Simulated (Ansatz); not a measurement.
Fields on a plane of ZrGe2 (space group Cmcm)

```yaml
crystal:
  lattice:
    - [1.89763, -7.45842, 0.00000]
    - [1.89763, 7.45842, 0.00000]
    - [0.00000, 0.00000, 3.76411]
  atoms:
    - { symbol: Zr, position: [0.10453, 0.89547, 0.75000] }
    - { symbol: Zr, position: [0.89547, 0.10453, 0.25000] }
    - { symbol: Ge, position: [0.44046, 0.55954, 0.75000] }
    - { symbol: Ge, position: [0.55954, 0.44046, 0.25000] }
    - { symbol: Ge, position: [0.25024, 0.74976, 0.25000] }
    - { symbol: Ge, position: [0.74976, 0.25024, 0.75000] }
```

The slice is a (010) plane (indices of the conventional cell) through the point (0.895, 0.104, 0.250) (fractional), spanned by u = [001] and v = [110] in vectors of this cell: u (3.76 Å) and v (3.80 Å, at 90° to u). It covers one period; positions are fractions (u, v).

Atoms on it: Zr at (0.00, 0.00). Other atoms lie within 1 Å of the plane.

Method: PBEsol (plane waves to 420 eV, PAW, scalar-relativistic; Ansatz, an electronic-structure program). k mesh 13×13×12. These are valence fields of a PAW run, semicore shells included where kept as valence: close to a nucleus they are smooth pseudo fields. ZrGe2 is run without spin polarisation. ZrGe2 was relaxed with its symmetry unable to fall.

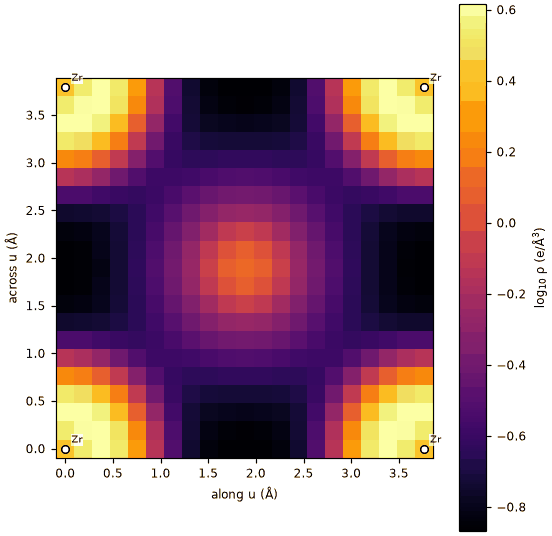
Figure. Log₁₀ of the valence density in e/Å³, one period of the plane, atoms marked. The scale is logarithmic, as a density can span decades between atoms and voids.

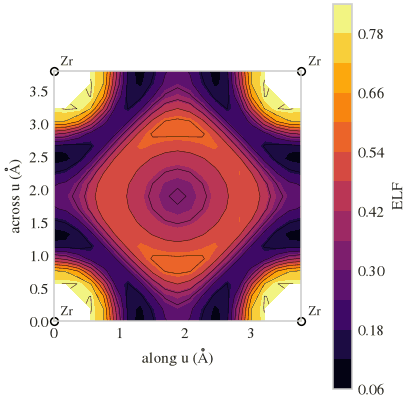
Electron localisation function (ELF), one period of the plane, atoms marked. Points within 0.5 Å of a nucleus are left white, as the pseudised field means little there.
